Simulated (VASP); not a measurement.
# MoS2: the relaxed cell at several levels, part 4 of 4

How close do the usual functionals, with and without dispersion, come to the cell of MoS2? The start is a cell from a database of measured crystal structures.

VASP 6.6.1, plane waves and PAW; the level of theory is named at each step.

Still holding for the runs below: This run has no spin polarisation, although Mo can carry a moment.

So far. Step 7 (Relaxation with r2SCAN + rVV10): It ends at 18.08 Å³/atom, +1.2 % from the start, with 0.04 GPa left. The conventional cell has a = 3.174 and c = 12.427 Å. Against plain r2SCAN, the dispersion term moves a by -0.3 % and c by -4.0 %. Step 8 (Relaxation with optB88-vdW): It ends at 18.34 Å³/atom, +2.7 % from the start, with -0.03 GPa left. The conventional cell has a = 3.193 and c = 12.463 Å.

The database entry behind the starting cell differs from later determinations by our own check (about 0.3 % long), so it need not match the best structure at ambient conditions.

**9. Relaxation with PBE + D4**

This step: PBE with D4; plane waves and PAW (Mo_sv, S) (VASP 6.6.1).

D4 lets the coefficients depend on atomic charges too.

INCAR

```
SYSTEM = MoS2
PREC = Accurate
ENCUT = 520
EDIFF = 1E-06
NELM = 100
ISMEAR = -1
SIGMA = 0.05
LREAL = .FALSE.
ALGO = Normal
GGA = PE
IVDW = 13
NBANDS = 32
LASPH = .TRUE.
LORBIT = 11
LWAVE = .FALSE.
LCHARG = .FALSE.
KPAR = 4
IBRION = 2
NSW = 60
ISIF = 3
EDIFFG = -0.01
```

POSCAR

```
MoS2
1.0
    3.1690000000      0.0000000000      0.0000000000
   -1.5845000000      2.7444345046      0.0000000000
    0.0000000000      0.0000000000     12.3240000000
Mo S
2 4
Direct
    0.3333333333      0.6666666667      0.2500000000
    0.6666666667      0.3333333333      0.7500000000
    0.3333333333      0.6666666667      0.6230000000
    0.6666666667      0.3333333333      0.1230000000
    0.3333333333      0.6666666667      0.8770000000
    0.6666666667      0.3333333333      0.3770000000
```

KPOINTS

```
Automatic mesh
0
Gamma
10 10 3
0 0 0
```

PAW data sets: Mo_sv and S (PBE family, release 64).

Run with:

```console
> mpirun -np 4 vasp_std
```

Output:

```text
[... set-up lines as in an earlier step ...]
 entering main loop
       N       E                     dE             d eps       ncg     rms          rms(c)
[... 15 cycles as in an earlier step ...]
   1 F= -.46161156E+02 E0= -.46161155E+02  d E =-.461612E+02
[... from here on, the cycles between the ionic steps are left out ...]
   2 F= -.46146839E+02 E0= -.46146838E+02  d E =0.143170E-01
   3 F= -.46167248E+02 E0= -.46167247E+02  d E =-.609239E-02
   4 F= -.46168473E+02 E0= -.46168472E+02  d E =-.122508E-02
   5 F= -.46168509E+02 E0= -.46168508E+02  d E =-.126097E-02
   6 F= -.46168495E+02 E0= -.46168494E+02  d E =-.124642E-02
   7 F= -.46168519E+02 E0= -.46168518E+02  d E =-.127052E-02
   8 F= -.46169045E+02 E0= -.46169044E+02  d E =-.526392E-03
   9 F= -.46170267E+02 E0= -.46170266E+02  d E =-.174855E-02
  10 F= -.46170980E+02 E0= -.46170978E+02  d E =-.246091E-02
  11 F= -.46171007E+02 E0= -.46171005E+02  d E =-.248803E-02
  12 F= -.46170503E+02 E0= -.46170501E+02  d E =0.504186E-03
  13 F= -.46170990E+02 E0= -.46170988E+02  d E =0.169099E-04
[...]
reached required accuracy - stopping structural energy minimisation
```

The job ended after 3.2 min (4 MPI ranks of AMD EPYC 7R43, shared host; peak memory 1 GiB).

OUTCAR, selected parts (step 9):

```text
  Edisp (eV):   -2.60172

  Total      -0.01323    -0.01323     0.00446    -0.00000     0.00000    -0.00000
  in kB      -0.20224    -0.20224     0.06822    -0.00000     0.00000    -0.00000
  external pressure =       -0.11 kB  Pullay stress =        0.00 kB

 POSITION                                       TOTAL-FORCE (eV/Angst)
 -----------------------------------------------------------------------------------
     -0.00000      1.82064      3.04141        -0.000000     -0.000000     -0.000000
      1.57672      0.91032      9.12424         0.000000      0.000000      0.000000
     -0.00000      1.82064      7.56070         0.000000     -0.000000     -0.000933
      1.57672      0.91032      1.47787        -0.000000     -0.000000     -0.000933
     -0.00000      1.82064     10.68778         0.000000      0.000000      0.000933
      1.57672      0.91032      4.60496        -0.000000      0.000000      0.000933
 -----------------------------------------------------------------------------------
    total drift:                               -0.000000      0.000000     -0.000000

  FREE ENERGIE OF THE ION-ELECTRON SYSTEM (eV)
  ---------------------------------------------------
  free  energy   TOTEN  =       -46.1709899217 eV

  energy  without entropy=      -46.1709864065  energy(sigma->0) =      -46.17098816

[... 2 parts as in an earlier step ...]

[... 2 further parts left out ...]
[key lines of the parts left out:]
E-fermi :   8.2035
```

It ends at 17.46 Å³/atom, -2.3 % from the start, with -0.01 GPa left. The conventional cell has a = 3.153 and c = 12.166 Å. Against plain PBE, the dispersion term moves a by -1.0 % and c by -12.7 %.

**10. The cells as a table**

This step: relaxed cells at several levels; plane waves and PAW (VASP 6.6.1).

This step runs nothing: it gathers the runs above.

Lengths are those of the conventional cell; cost is the wall time of each run, as given at its step, times its ranks, without the set-up around it. Results by level, by row:

| level | volume (Å³/atom) | change from the start (%) | a (Å) | c (Å) | cost (core minutes) |
| --- | --- | --- | --- | --- | --- |
| LDA | 17.03 | -4.7 | 3.126 | 12.07 | 19.1 |
| PBEsol | 17.9 | 0.2 | 3.142 | 12.56 | 24.3 |
| PBE | 20.41 | 14.2 | 3.185 | 13.94 | 41.7 |
| r2SCAN | 18.96 | 6.1 | 3.185 | 12.95 | 70.9 |
| PBE + D3(BJ) | 17.29 | -3.2 | 3.148 | 12.09 | 15 |
| r2SCAN + rVV10 | 18.08 | 1.2 | 3.174 | 12.43 | 95.1 |
| optB88-vdW | 18.34 | 2.7 | 3.193 | 12.46 | 53.1 |
| PBE + D4 | 17.46 | -2.3 | 3.153 | 12.17 | 12.7 |

**11. Outcome**

* volume, LDA: 17.03 Å³/atom
* volume, PBEsol: 17.90 Å³/atom
* volume, PBE: 20.41 Å³/atom
* volume, r2SCAN: 18.96 Å³/atom
* volume, PBE + D3(BJ): 17.29 Å³/atom
* volume, r2SCAN + rVV10: 18.08 Å³/atom
* volume, optB88-vdW: 18.34 Å³/atom
* volume, PBE + D4: 17.46 Å³/atom

In words: For MoS2 the levels give volumes between 17.03 Å³/atom (LDA) and 20.41 Å³/atom (PBE), a spread of 19.8 %, while the cost of the finished runs spans a factor of 7.5. Only c has a measured value here, so the levels are not ranked on the whole cell. The costs hold the number of ionic steps as well as the price of the functional. The closing table has room for seven levels; PBE + D4 stands in the table of levels alone. Adding D3(BJ) to PBE changes the volume by -15.3 % (a by -1.2 % and c by -13.3 %). Adding rVV10 to r2SCAN changes the volume by -4.7 % (a by -0.3 % and c by -4.0 %). Adding D4 to PBE changes the volume by -14.4 % (a by -1.0 % and c by -12.7 %). The bonds form layers, and the correction acts mostly on one axis: the spacing that dispersion holds. Within 0.02 Å all end in space group P6_3/mmc; the runs can't lower the symmetry of the start. Magnetism was not tested. Each is a single relaxation on the plane waves of the start cell, so larger changes of volume carry a basis-set error that was not tested here.

Calculation against experiment:

| quantity | measured | LDA | PBEsol | PBE | r2SCAN | PBE + D3(BJ) | r2SCAN + rVV10 | optB88-vdW |
| --- | --- | --- | --- | --- | --- | --- | --- | --- |
| lattice constant c (Å) | 12.32 | 12.072 (-2.0 %) | 12.563 (+2.0 %) | 13.935 (+13.1 %) | 12.946 (+5.1 %) | 12.085 (-1.9 %) | 12.427 (+0.9 %) | 12.463 (+1.2 %) |

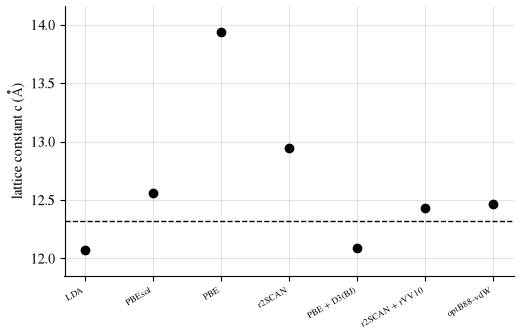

The lattice constant c by level; the dashed line is the measured value.

Measured values from pmc:4877596 (2016).

**Verdict.** For the lattice constant c, of the levels listed nearest comes r2SCAN + rVV10 (+0.9 %, fair agreement) and farthest PBE (+13.1 %, a clear miss). The grades are ours: good and fair within 0.8 and 2 % for the lattice constant c. For lattice constants the calculation has a static lattice, without zero-point motion or thermal expansion.

[Lines on the potential files, build, host, timing and source positions are cut from VASP's logs without a mark.]

[Logs are printed without paths, hosts, clocks, repeated set-up lines and the standing remarks that a program may print on its own settings, such as how far it seeks lower states.]

[Hosts, paths, dates, database ids (printed as entryN), source tags and the programs' standing remarks are cut or masked in the printed files.]

[A measured line is paired with the nearest computed mode of its activity, which favours agreement.]
